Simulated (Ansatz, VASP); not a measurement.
# Cross-check of PtSe2 (Sudovikovite) between VASP and Ansatz, part 2 of 2

Aim: how closely do two programs agree when they are given the same cell, functional and k mesh? The cell is taken from a series of VASP runs on this material, whose earlier steps may have relaxed, scaled or displaced it; both programs get it as it stands. Valence electrons are named where the data sets of a main pair hold unlike numbers.

VASP 6.6.1 and Ansatz 0.2.0.

So far: The structure; VASP: band structure, PBEsol; Ansatz: band structure, PBEsol; Side by side; Ansatz: band structure, PBEsol, spin-orbit coupling.

**6. VASP: band structure, PBEsol, spin-orbit coupling**

Level of this step: PBEsol, spin-orbit coupling; plane waves and PAW (Pt, Se) (VASP).

The same cell, functional, mesh and smearing now go to VASP, with its own data sets.

The input, INCAR:

```
SYSTEM = PtSe2
PREC = Accurate
ENCUT = 400
EDIFF = 1E-06
NELM = 100
ISMEAR = 0
SIGMA = 0.05
LREAL = .FALSE.
ALGO = Normal
GGA = PS
LNONCOLLINEAR = .TRUE.
MAGMOM = 0 0 0 0 0 0 0 0 0
NBANDS = 34
GGA_COMPAT = .FALSE.
LASPH = .TRUE.
LSORBIT = .TRUE.
LMAXMIX = 4
LORBIT = 11
LWAVE = .FALSE.
LCHARG = .FALSE.
KPAR = 2
```

The input, POSCAR:

```
PtSe2
1.0
    3.7623581480      0.0000000000      0.0000000000
   -1.8811790741      3.2582977344      0.0000000000
    0.0000000000      0.0000000000      4.8320308740
Pt Se
1 2
Direct
    0.0000000000      0.0000000000      0.0000000000
    0.3333333333      0.6666666667      0.2624743904
    0.6666666667      0.3333333333      0.7375256096
```

The input, KPOINTS:

```
Automatic mesh
0
Gamma
7 7 5
0 0 0
```

The input, KPOINTS_OPT:

```
Line mode
16
Line-mode
Reciprocal
  0.00000000   0.00000000   0.00000000 GAMMA
  0.50000000   0.00000000   0.00000000 M

  0.50000000   0.00000000   0.00000000 M
  0.33333333   0.33333333   0.00000000 K

  0.33333333   0.33333333   0.00000000 K
  0.00000000   0.00000000   0.00000000 GAMMA

  0.00000000   0.00000000   0.00000000 GAMMA
  0.00000000   0.00000000   0.50000000 A

  0.00000000   0.00000000   0.50000000 A
  0.50000000   0.00000000   0.50000000 L

  0.50000000   0.00000000   0.50000000 L
  0.33333333   0.33333333   0.50000000 H

  0.33333333   0.33333333   0.50000000 H
  0.00000000   0.00000000   0.50000000 A

  0.50000000   0.00000000   0.50000000 L
  0.50000000   0.00000000   0.00000000 M

  0.33333333   0.33333333   0.00000000 K
  0.33333333   0.33333333   0.50000000 H
```

PAW data sets: Pt and Se (PBE family, release 64).

The run is started by

```sh
mpirun -np 2 vasp_ncl
```

Numbers of over 12 decimals in the logs are rounded to 6 here.

Log:

```text
[banner, memory and clock lines left out]
running    2 mpi-ranks, on    1 nodes
[...]
[... a notice as in an earlier step ...]

 LDA part: xc-table for (Slater+PW92), standard interpolation
 POSCAR, INCAR and KPOINTS ok, starting setup
[...]
entering main loop
       N       E                     dE             d eps       ncg     rms          rms(c)
DAV:   1     0.994797240075E+02    0.99480E+02   -0.84461E+03  2176   0.930E+02
DAV:   2    -0.111756001819E+02   -0.11066E+03   -0.10509E+03  2596   0.207E+02
DAV:   3    -0.170936903730E+02   -0.59181E+01   -0.58149E+01  2648   0.464E+01
DAV:   4    -0.171562910836E+02   -0.62601E-01   -0.62503E-01  2558   0.524E+00
[...]
DAV:  11    -0.163020766863E+02   -0.18371E-04   -0.36447E-04  2448   0.134E-01    0.347E-02
DAV:  12    -0.163020755161E+02    0.11701E-05   -0.16296E-05  2508   0.379E-02    0.169E-02
DAV:  13    -0.163020758456E+02   -0.32952E-06   -0.11875E-06  1732   0.775E-03
   1 F= -.16302076E+02 E0= -.16300888E+02  d E =-.237525E-02  mag=    -0.0000    -0.0000     0.0000
 Start KPOINTS_OPT (optional k-point list driver)
k-point batch [1-32\144]
       N       E                     dE             ncg
DAV:   1     0.414552261292E+04   -0.96284E+04     2200
DAV:   2     0.668932202709E+03   -0.34766E+04     2636
DAV:   3     0.498261273534E+03   -0.17067E+03     2538
DAV:   4     0.496619475851E+03   -0.16418E+01     2490
DAV:   5     0.496593322466E+03   -0.26153E-01     2576
DAV:   6     0.496592684282E+03   -0.63818E-03     2458
DAV:   7     0.496592663337E+03   -0.20945E-04     2474
DAV:   8     0.496592662703E+03   -0.63364E-06     1734
[...]
k-point batch [129-144\144]
       N       E                     dE             ncg
DAV:   1     0.117721928457E+05   -0.92059E+04     1120
DAV:   2     0.100620425943E+05   -0.17102E+04     1274
DAV:   3     0.998352838898E+04   -0.78514E+02     1342
DAV:   4     0.998279709695E+04   -0.73129E+00     1302
DAV:   5     0.998278578490E+04   -0.11312E-01     1272
DAV:   6     0.998278547318E+04   -0.31172E-03     1352
DAV:   7     0.998278546346E+04   -0.97155E-05     1266
DAV:   8     0.998278546318E+04   -0.28390E-06      972
```

Parts of OUTCAR (step 6):

```text
  Total        0.0344195      0.0344195      0.2629152     -0.0000000      0.0000000     -0.0000000
  in kB        0.9309667      0.9309667      7.1112457     -0.0000000      0.0000000     -0.0000000
  external PRESSURE =       2.9910597 kB  Pullay stress =       0.0000000 kB

 POSITION                                       TOTAL-FORCE (eV/Angst)
 -----------------------------------------------------------------------------------
      0.00000      0.00000      0.00000         0.000000      0.000000     -0.000000
     -0.00000      2.17220      1.26828        -0.000000     -0.000000      0.021137
      1.88118      1.08610      3.56375        -0.000000      0.000000     -0.021137
 -----------------------------------------------------------------------------------
    total drift:                               -0.000000      0.000000      0.000000

  FREE ENERGIE OF THE ION-ELECTRON SYSTEM (eV)
  ---------------------------------------------------
  free  energy   TOTEN  =       -16.3020758456 eV

  energy  without entropy=      -16.2997005964  energy(sigma->0) =      -16.30088822

 magnetization (x)
# of ion       s       p       d       tot
------------------------------------------
    1       -0.000   0.000   0.000   0.000
    2        0.000   0.000   0.000   0.000
    3        0.000   0.000   0.000   0.000
--------------------------------------------------
tot         -0.000   0.000   0.000   0.000

 magnetization (y)
# of ion       s       p       d       tot
------------------------------------------
    1        0.000   0.000   0.000   0.000
    2        0.000   0.000   0.000   0.000
    3        0.000   0.000   0.000   0.000
--------------------------------------------------
tot          0.000   0.000   0.000   0.000

 magnetization (z)
# of ion       s       p       d       tot
------------------------------------------
    1        0.000   0.000   0.000   0.000
    2        0.000   0.000   0.000   0.000
    3        0.000   0.000   0.000   0.000
--------------------------------------------------
tot          0.000   0.000   0.000   0.000

[... 1 part as in an earlier step ...]

[... 2 further parts left out ...]
[key lines of the parts left out:]
E-fermi :   6.7215
```

The run ends at a pressure of 0.30 GPa, with forces up to 0.021 eV/Å.

**7. Differences**

What differs besides the data sets and the points named for the pairs above, as far as they apply: spin-orbit coupling enters by fully relativistic files in Ansatz and inside the spheres in VASP; the data sets hold 50 valence electrons in Ansatz (on its fully relativistic PAW (standard-fr) files) and 22 in VASP. Total energies have different zeros and are not compared.

Compared:

```tsv
quantity	Ansatz	VASP	difference
pressure (GPa)	0.13	0.30	-0.17
```

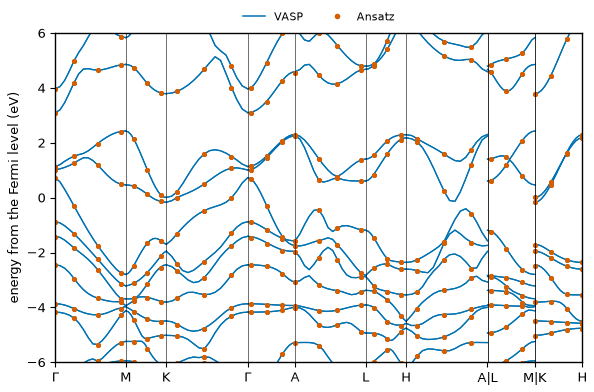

Bands from VASP (lines) and levels from Ansatz (dots). Dots without a line are higher empty bands that the VASP plot leaves out.

At this near-relaxed geometry the largest component of a force difference is 32 meV/Å. Levels from 3 eV below to 2 eV above the Fermi level differ by 13 meV r.m.s. and 36 meV at most; each VASP level is matched to the nearest of Ansatz, which flatters the figure a little. Ansatz's pressure holds a Pulay correction of 0.03 GPa; VASP's holds none.

**8. Further runs**

Further runs change the set-up of one program: Ansatz's method, potentials or start, or VASP's data sets, cutoff or form of LDA. The table gives Ansatz less VASP for each quantity, since a change that brings one quantity closer may part another.

```tsv
run	r.m.s. force difference (meV/Å)	pressure (GPa)
as above	15	-0.17
cores kept as stored	13	-0.13
Ansatz's larger PAW set (cutoff 900 eV)	16	-0.18
norm-conserving potentials (cutoff 1170 eV)	8.4	-0.049
```

**9. What came out**

```
r.m.s. difference of levels near the Fermi level (band structure, PBEsol) : 4 meV
r.m.s. force difference (band structure, PBEsol)                          : 7.8 meV/Å
r.m.s. force difference (band structure, PBEsol, spin-orbit coupling)     : 15 meV/Å
```

The r.m.s. force difference is 15 meV/Å (band structure, PBEsol, spin-orbit coupling), beyond the 12 meV/Å picked in this series as the mark of a large difference. The data sets hold unlike numbers of valence electrons (50 in Ansatz and 22 in VASP), so part of the differences comes from the potentials. Band structure, PBEsol, spin-orbit coupling, norm-conserving potentials (cutoff 1170 eV): r.m.s. force difference goes from 15 to 8.4 meV/Å; the difference in pressure goes from -0.17 to -0.049 GPa. 2 further runs of this series are not shown here. How closely two codes agree says nothing of how well the functional describes the real material.

[Lines on the potential files, build, host, timing and source positions are cut from VASP's logs without a mark.]

[Logs are printed without paths, hosts, clocks, repeated set-up lines and the standing remarks that a program may print on its own settings, such as how far it seeks lower states.]

[Hosts, paths, dates, database ids (printed as entryN), source tags and the programs' standing remarks are cut or masked in the printed files.]
